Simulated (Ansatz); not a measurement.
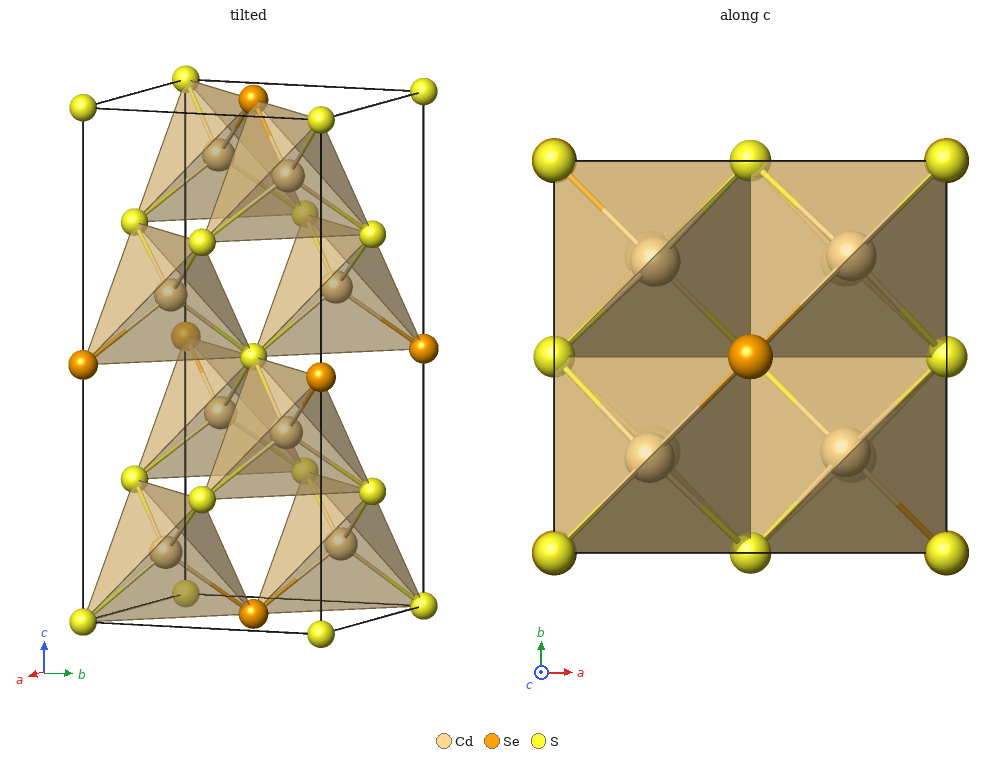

We look at a polyhedral model of the crystal slightly off an axis and along the c axis. The edges of the conventional unit cell are marked.

Cd4SeS3, space group I-42m (No. 121), a = 5.993 Å, b = 5.993 Å, c = 11.978 Å, α = 90.00°, β = 90.00°, γ = 90.00°. The structure was taken from a structure type filled with these elements by a generator (whether the compound takes this form wasn't checked). Earlier steps of the study may have refined or changed the cell and positions. Ansatz was used for an electronic-structure calculation on it.

This one geometry was computed with Ansatz (DFT, plane waves, PAW) at three levels of theory: LDA, r2SCAN and PBE.

Which level gives the highest pressure at this volume, and what does that say about its equilibrium volume?

Answer. Highest: PBE (0.0 GPa), which points to the largest equilibrium volume. Lowest, with the smallest volume: LDA (-4.7 GPa). Levels within 0.5 GPa of each other can't be told apart.

How does the band gap change with the level of theory?

Answer. LDA: a gap of 0.61 eV, direct; PBE: a gap of 0.89 eV, direct; r2SCAN: a gap of 1.34 eV, direct.

Collect the results in a table.

Answer.
| level | cutoff (eV) | k-mesh of the run's cell | gap (eV) | pressure (GPa) |
| --- | --- | --- | --- | --- |
| LDA | 420 | 6×6×6 | 0.61 | -4.7 |
| r2SCAN | 500 | 6×6×6 | 1.34 | -1.4 |
| PBE | 420 | 6×6×6 | 0.89 | 0.0 |

Gaps are taken on the k-mesh or band path of each run.
